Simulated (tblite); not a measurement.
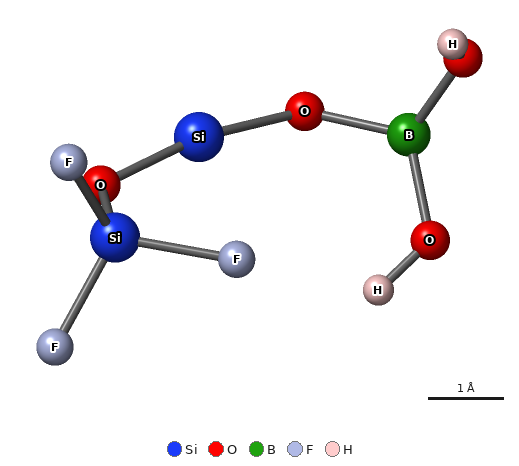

Fig. 1: The starting structure (ball-and-stick view, seen at a tilt). Bond lengths as drawn: B–O 1.48 to 1.51 Å, F–Si 1.66 to 1.69 Å, H–O 0.97 to 0.99 Å and O–Si 1.76 to 1.77 Å.

## BSi2H2O4F3: geometry relaxation (part 1 of 2)

- system: BSi2H2O4F3, SMILES OB(O)O[Si]O[Si](F)(F)F
- method: GFN2-xTB geometry optimisation, gas phase (tblite 0.8.0)

Input file:
```
{"job": {"kind": "relax", "xc": "GFN2-xTB", "basis": "xTB"}, "charge": 0, "multiplicity": 1}
Si     0.406965    -0.056273    -1.592039
O      1.968425     0.773719    -1.475388
B      2.484708     1.465826    -0.269700
O      2.500770     0.670019     1.012853
O      2.085160     2.905418    -0.095604
O     -1.052452    -1.053074    -1.456839
Si    -2.164435    -1.033679    -0.093122
F     -3.595330    -0.314665    -0.525751
F     -2.458283    -2.616919     0.399179
F     -1.461701    -0.205792     1.203678
H      2.020168    -0.188593     1.142903
H      1.213349     3.223744     0.176245
```

The first line tells a small driver script what to run in tblite; the rest is the geometry in Å.

Machine: 1 CPU thread, shared host.

Launched with:
```bash
OMP_NUM_THREADS=1 python <driver script> task.json out
```

Output:
```
step      E/eV     max force
  0    -991.28254    4.903
  1    -992.66761    3.774
  2    -994.23392    3.632
  3    -994.64890    2.129
  4    -995.20117    2.581
  5    -995.59973    1.762
  6    -995.75349    1.014
  7    -995.90106    1.089
  8    -996.02717    1.369
  9    -996.09397    0.992
 10    -996.16317    0.781
 11    -996.22269    0.730
 12    -996.27688    0.571
 13    -996.29990    0.401
 14    -996.31823    0.322
 15    -996.33471    0.419
 16    -996.35192    0.415
 17    -996.37299    0.475
 18    -996.40395    0.615
 19    -996.44442    0.983
 20    -996.50001    0.928
 21    -996.46294    2.706
 22    -996.57928    0.715
 23    -996.60470    0.413
 24    -996.63631    0.668
 25    -996.65964    0.512
 26    -996.68926    0.370
 27    -996.69975    0.388
 28    -996.70555    0.628
 29    -996.71180    0.203
 30    -996.71627    0.175
 31    -996.71882    0.166
 32    -996.72165    0.161
 33    -996.72469    0.128
 34    -996.72659    0.126
 35    -996.72766    0.101
 36    -996.72836    0.073
 37    -996.72896    0.062
 38    -996.72940    0.075
 39    -996.72982    0.080
 40    -996.73044    0.079
 41    -996.73144    0.114
 42    -996.73272    0.132
 43    -996.73403    0.118
 44    -996.73525    0.094
 45    -996.73635    0.091
 46    -996.73722    0.059
 47    -996.73779    0.064
 48    -996.73820    0.073
 49    -996.73873    0.084
 50    -996.73959    0.090
 51    -996.74061    0.073
 52    -996.74132    0.050
 53    -996.74161    0.043
 54    -996.74179    0.048
 55    -996.74207    0.051
 56    -996.74244    0.056
 57    -996.74273    0.037
 58    -996.74288    0.031
 59    -996.74299    0.037
 60    -996.74316    0.043
 61    -996.74353    0.052
 62    -996.74415    0.068
 63    -996.74484    0.062
 64    -996.74525    0.042
 65    -996.74546    0.036
 66    -996.74564    0.034
 67    -996.74595    0.041
 68    -996.74634    0.051
 69    -996.74666    0.036
 70    -996.74683    0.031
 71    -996.74694    0.034
 72    -996.74713    0.040
 73    -996.74760    0.052
 74    -996.74830    0.066
 75    -996.74919    0.083
 76    -996.75003    0.084
 77    -996.75080    0.090
 78    -996.75157    0.086
 79    -996.75257    0.099
 80    -996.75397    0.140
 81    -996.75589    0.145
 82    -996.75772    0.210
 83    -996.76048    0.161
 84    -996.76240    0.095
 85    -996.76334    0.074
 86    -996.76346    0.092
 87    -996.76404    0.058
 88    -996.76431    0.046
 89    -996.76474    0.049
 90    -996.76520    0.074
 91    -996.76543    0.075
 92    -996.76569    0.058
 93    -996.76595    0.041
 94    -996.76620    0.048
 95    -996.76639    0.051
 96    -996.76660    0.049
 97    -996.76687    0.044
 98    -996.76710    0.054
 99    -996.76731    0.044
100    -996.76755    0.044
101    -996.76797    0.052
102    -996.76877    0.076
103    -996.77000    0.105
104    -996.77147    0.118
105    -996.77288    0.128
106    -996.77449    0.125
107    -996.77607    0.127
108    -996.77773    0.082
109    -996.77774    0.230
110    -996.78002    0.083
111    -996.78069    0.078
112    -996.78163    0.057
113    -996.78197    0.088
114    -996.78219    0.045
115    -996.78232    0.035
116    -996.78243    0.031
117    -996.78266    0.036
118    -996.78284    0.046
119    -996.78298    0.031
120    -996.78310    0.055
121    -996.78322    0.038
122    -996.78339    0.036
123    -996.78359    0.046
124    -996.78389    0.046
125    -996.78441    0.070
126    -996.78519    0.068
127    -996.78605    0.100
128    -996.78700    0.092
129    -996.78810    0.123
130    -996.78915    0.100
131    -996.79039    0.108
132    -996.79156    0.112
133    -996.79253    0.107
134    -996.79392    0.125
135    -996.79594    0.147
136    -996.79801    0.115
137    -996.80003    0.074
138    -996.80060    0.091
139    -996.80128    0.096
140    -996.80165    0.178
141    -996.80243    0.103
142    -996.80315    0.094
143    -996.80370    0.111
144    -996.80438    0.093
145    -996.80510    0.065
146    -996.80561    0.112
147    -996.80619    0.079
148    -996.80664    0.112
149    -996.80706    0.127
150    -996.80779    0.074
151    -996.80892    0.101
152    -996.81052    0.248
153    -996.81248    0.279
154    -996.81546    0.223
155    -996.81810    0.255
156    -996.81938    0.466
157    -996.82607    0.247
158    -996.82983    0.193
159    -996.83175    0.432
160    -996.83749    0.207
161    -996.84149    0.129
162    -996.84625    0.308
163    -996.84728    0.329
164    -996.84867    0.162
165    -996.84952    0.233
166    -996.85044    0.095
167    -996.85067    0.086
168    -996.85090    0.051
169    -996.85116    0.050
170    -996.85136    0.043
171    -996.85153    0.058
172    -996.85166    0.051
173    -996.85182    0.031
174    -996.85187    0.023
175    -996.85192    0.019
176    -996.85197    0.027
177    -996.85203    0.030
178    -996.85209    0.027
179    -996.85215    0.019
180    -996.85218    0.020
181    -996.85222    0.020
182    -996.85226    0.025
183    -996.85232    0.027
184    -996.85241    0.025
185    -996.85252    0.029
186    -996.85266    0.038
187    -996.85283    0.048
188    -996.85304    0.043
189    -996.85323    0.027
190    -996.85338    0.044
191    -996.85350    0.050
192    -996.85364    0.039
193    -996.85369    0.043
194    -996.85381    0.036
195    -996.85389    0.032
196    -996.85394    0.014
197    -996.85399    0.019
198    -996.85403    0.019
199    -996.85407    0.015
200    -996.85409    0.009
201    -996.85409    0.009
202    -996.85413    0.001
```

Trajectory as extended XYZ (Å, eV, eV/Å), 27 frames, from step=0 to step=202:
```
12
Properties=species:S:1:pos:R:3:forces:R:3 step=0 energy=-991.28254
Si    0.4070   -0.0563   -1.5920    1.0340   0.3230  -3.2390
O     1.9684    0.7737   -1.4754   -0.9570   0.1210   3.7150
B     2.4847    1.4658   -0.2697   -3.8410  -0.2160   1.3800
O     2.5008    0.6700    1.0129   -0.3690   0.9050  -2.0270
O     2.0852    2.9054   -0.0956    1.3590  -2.3780  -0.6610
O    -1.0525   -1.0531   -1.4568   -1.0220   1.2810   4.6210
Si   -2.1644   -1.0337   -0.0931    0.5930  -0.8070  -0.9950
F    -3.5953   -0.3147   -0.5258    2.2330  -1.0640   0.7980
F    -2.4583   -2.6169    0.3992    0.4790   2.7490  -0.7050
F    -1.4617   -0.2058    1.2037   -1.1900  -1.3340  -2.0850
H     2.0202   -0.1886    1.1429    0.9930   1.2400  -0.7760
H     1.2133    3.2237    0.1762    0.6900  -0.8210  -0.0270
12
Properties=species:S:1:pos:R:3:forces:R:3 step=8 energy=-996.02717
Si    0.4566   -0.1559   -2.1150    0.3530   0.2370   0.5260
O     1.4533    0.6419   -1.1149   -0.2120   0.0300   0.2350
B     2.0343    1.3848   -0.0947   -0.4060  -0.2570  -0.2860
O     2.4489    0.7808    1.0397   -0.2500  -0.0810  -0.4680
O     2.1536    2.7459   -0.2132   -0.3460  -0.2550  -0.1110
O    -0.7940   -0.7416   -1.1476    0.0110  -0.1130  -0.4010
Si   -1.9896   -1.0019   -0.1602   -0.7840   0.2790   1.0870
F    -3.4301   -0.3928   -0.4988    0.7470  -0.1270  -0.2390
F    -2.4107   -2.4623    0.3250    0.5270   0.3640  -0.4850
F    -1.5809   -0.2637    1.1953   -0.0710  -0.1130  -0.0850
H     2.2115   -0.1445    1.0376    0.1970  -0.2220   0.2510
H     1.3944    3.1791    0.1733    0.2330   0.2580  -0.0250
12
Properties=species:S:1:pos:R:3:forces:R:3 step=16 energy=-996.35192
Si    0.4274   -0.2272   -2.1084    0.0930   0.0390   0.1290
O     1.3142    0.6053   -1.0647   -0.0300  -0.1920   0.0920
B     1.8746    1.3433   -0.0700    0.1440  -0.1840  -0.3430
O     2.4001    0.7470    1.0260   -0.1980   0.1440  -0.0200
O     2.0202    2.6763   -0.3161   -0.3110  -0.0610   0.0290
O    -0.8478   -0.7453   -1.1762    0.1420   0.0690  -0.0970
Si   -1.9509   -0.9125   -0.0707   -0.1780  -0.0080   0.0690
F    -3.3186   -0.3237   -0.6138    0.1560   0.0170   0.2160
F    -2.2047   -2.4507    0.1998    0.0630   0.1390   0.0900
F    -1.5944   -0.2302    1.3219   -0.1230  -0.1550  -0.3470
H     2.3078   -0.2047    1.0903   -0.0010   0.1130  -0.0410
H     1.5195    3.2921    0.2083    0.2440   0.0770   0.2240
12
Properties=species:S:1:pos:R:3:forces:R:3 step=24 energy=-996.63631
Si    0.4461   -0.2943   -2.1330    0.0030  -0.0080   0.0620
O     1.3500    0.4596   -1.0500    0.0410   0.1190  -0.1220
B     1.7913    1.3260   -0.1086   -0.1540   0.1290  -0.0820
O     2.3218    0.8358    1.0416    0.0450   0.2860   0.0220
O     1.6903    2.6557   -0.3659   -0.0810   0.0660   0.5070
O    -0.8752   -0.7507   -1.2395    0.0610   0.0140  -0.2300
Si   -1.9617   -0.9206   -0.1195   -0.1700   0.1090   0.1170
F    -3.3008   -0.1805   -0.5604    0.2680  -0.4510   0.0680
F    -2.0488   -2.4658    0.2394   -0.2360   0.2750  -0.1530
F    -1.6431   -0.2480    1.2732    0.1140   0.0750   0.1190
H     2.3397   -0.1171    1.0793    0.0140  -0.0930   0.1010
H     1.8377    3.2696    0.3700    0.0960  -0.5210  -0.4070
12
Properties=species:S:1:pos:R:3:forces:R:3 step=32 energy=-996.72165
Si    0.4559   -0.3090   -2.1519   -0.0050  -0.0300  -0.0180
O     1.3615    0.4640   -1.0858    0.0040   0.0020   0.0540
B     1.7516    1.3169   -0.1149   -0.0100   0.0980  -0.0370
O     2.3153    0.8788    1.0398   -0.0170  -0.0480  -0.0290
O     1.6067    2.6415   -0.3283   -0.0150   0.1400  -0.0060
O    -0.8768   -0.7394   -1.2672    0.0040   0.0190   0.0060
Si   -1.9284   -0.8924   -0.1066   -0.0990  -0.0240   0.0110
F    -3.3101   -0.2699   -0.5537    0.0280  -0.0370   0.0310
F    -2.1238   -2.4291    0.2125   -0.0170   0.0460   0.0020
F    -1.5852   -0.2222    1.2847    0.0900   0.0060  -0.0980
H     2.3534   -0.0713    1.1179    0.0660  -0.0950   0.1130
H     1.9270    3.2020    0.3799   -0.0270  -0.0780  -0.0280
12
Properties=species:S:1:pos:R:3:forces:R:3 step=40 energy=-996.73044
Si    0.4584   -0.3197   -2.1485    0.0180  -0.0230  -0.0550
O     1.3561    0.4738   -1.0920   -0.0150  -0.0460   0.0410
B     1.7463    1.3196   -0.1168    0.0370   0.0370  -0.0060
O     2.3174    0.8801    1.0353   -0.0170  -0.0100   0.0070
O     1.6050    2.6469   -0.3268   -0.0030   0.0530   0.0590
O    -0.8842   -0.7371   -1.2747   -0.0390  -0.0370  -0.0560
Si   -1.9374   -0.8966   -0.1176   -0.0240   0.0100   0.0380
F    -3.3304   -0.2864   -0.5412    0.0300  -0.0010   0.0190
F    -2.1513   -2.4257    0.2201    0.0120   0.0290  -0.0060
F    -1.5270   -0.2086    1.2457    0.0110   0.0070  -0.0120
H     2.3709   -0.0673    1.1487    0.0080   0.0010  -0.0040
H     1.9235    3.1908    0.3942   -0.0180  -0.0190  -0.0270
12
Properties=species:S:1:pos:R:3:forces:R:3 step=48 energy=-996.73820
Si    0.4680   -0.3620   -2.1476    0.0250   0.0230  -0.0180
O     1.2992    0.4504   -1.0483   -0.0250   0.0230   0.0120
B     1.7155    1.3157   -0.1008    0.0470  -0.0010   0.0170
O     2.3147    0.8917    1.0430    0.0270  -0.0130   0.0230
O     1.5858    2.6458   -0.3103   -0.0690  -0.0240  -0.0060
O    -0.9319   -0.7689   -1.3622    0.0080   0.0020   0.0120
Si   -1.9217   -0.8843   -0.1427   -0.0120   0.0030   0.0110
F    -3.3268   -0.2632   -0.5011    0.0070   0.0110  -0.0080
F    -2.1328   -2.4045    0.2334    0.0050   0.0030   0.0070
F    -1.4437   -0.1770    1.1884    0.0270   0.0050  -0.0110
H     2.4044   -0.0519    1.1606   -0.0300  -0.0240  -0.0020
H     1.9166    3.1780    0.4139   -0.0100  -0.0090  -0.0370
12
Properties=species:S:1:pos:R:3:forces:R:3 step=56 energy=-996.74244
Si    0.4740   -0.3622   -2.1509   -0.0230   0.0180   0.0070
O     1.2667    0.4327   -1.0113    0.0130   0.0030  -0.0170
B     1.7014    1.3062   -0.0807   -0.0210  -0.0310   0.0100
O     2.3351    0.8835    1.0457   -0.0030   0.0200   0.0060
O     1.5355    2.6310   -0.2967    0.0110  -0.0520  -0.0170
O    -0.9428   -0.7811   -1.3994    0.0000  -0.0100   0.0100
Si   -1.9059   -0.8739   -0.1557    0.0390   0.0080  -0.0230
F    -3.3119   -0.2415   -0.4872   -0.0130   0.0130  -0.0110
F    -2.1191   -2.3869    0.2468   -0.0030  -0.0070   0.0050
F    -1.3842   -0.1564    1.1530    0.0160   0.0110   0.0170
H     2.3977   -0.0624    1.1673    0.0020   0.0090  -0.0070
H     1.9008    3.1809    0.3955   -0.0170   0.0190   0.0210
12
Properties=species:S:1:pos:R:3:forces:R:3 step=64 energy=-996.74525
Si    0.4556   -0.3179   -2.1754    0.0150  -0.0140  -0.0040
O     1.2731    0.3951   -0.9976    0.0020   0.0020  -0.0190
B     1.6889    1.2812   -0.0692   -0.0060  -0.0050  -0.0160
O     2.3247    0.8780    1.0617   -0.0050  -0.0070  -0.0080
O     1.5021    2.6001   -0.3009   -0.0080   0.0190   0.0280
O    -0.9365   -0.8052   -1.4191    0.0000   0.0400  -0.0120
Si   -1.8814   -0.8576   -0.1597   -0.0030  -0.0240   0.0120
F    -3.2856   -0.2135   -0.4817    0.0300   0.0230   0.0090
F    -2.1187   -2.3590    0.2699    0.0020  -0.0190   0.0090
F    -1.3192   -0.1337    1.1294   -0.0150   0.0160   0.0000
H     2.4070   -0.0672    1.1766    0.0070   0.0010   0.0230
H     1.8372    3.1695    0.3923   -0.0190  -0.0310  -0.0190
12
Properties=species:S:1:pos:R:3:forces:R:3 step=72 energy=-996.74713
Si    0.4485   -0.3064   -2.1935    0.0340  -0.0190  -0.0100
O     1.2806    0.3715   -1.0044    0.0160  -0.0160   0.0050
B     1.6733    1.2597   -0.0678   -0.0030   0.0050  -0.0170
O     2.3098    0.8746    1.0683    0.0050  -0.0050  -0.0080
O     1.4625    2.5753   -0.2983   -0.0130   0.0180  -0.0060
O    -0.9381   -0.8037   -1.4349    0.0200   0.0150  -0.0200
Si   -1.8610   -0.8475   -0.1596   -0.0260   0.0060   0.0080
F    -3.2549   -0.1777   -0.4737   -0.0080  -0.0030   0.0200
F    -2.1032   -2.3447    0.2832    0.0010   0.0140  -0.0030
F    -1.2840   -0.1141    1.1171    0.0020   0.0010   0.0190
H     2.4208   -0.0654    1.1967   -0.0090  -0.0160  -0.0020
H     1.7930    3.1480    0.3933   -0.0180   0.0000   0.0130
12
Properties=species:S:1:pos:R:3:forces:R:3 step=80 energy=-996.75397
Si    0.4948   -0.3405   -2.2446   -0.0090   0.0060   0.1400
O     1.3729    0.2975   -1.0618    0.0210   0.0040   0.0270
B     1.6461    1.1943   -0.0858    0.0290   0.0120  -0.0250
O     2.2720    0.8524    1.0700   -0.0730  -0.0690  -0.0270
O     1.3293    2.4919   -0.3020   -0.0280  -0.0090  -0.0150
O    -0.9137   -0.7381   -1.4569   -0.0430   0.0080   0.0480
Si   -1.8018   -0.7715   -0.1538    0.0340   0.0280   0.0550
F    -3.1948   -0.0728   -0.4098    0.0550  -0.0320  -0.0100
F    -2.0501   -2.2678    0.2950   -0.0030   0.0430  -0.0430
F    -1.1915   -0.0684    1.1291   -0.0020  -0.0250  -0.1080
H     2.4197   -0.0794    1.2257    0.0200   0.0260  -0.0500
H     1.5644    3.0723    0.4213    0.0000   0.0080   0.0090
```
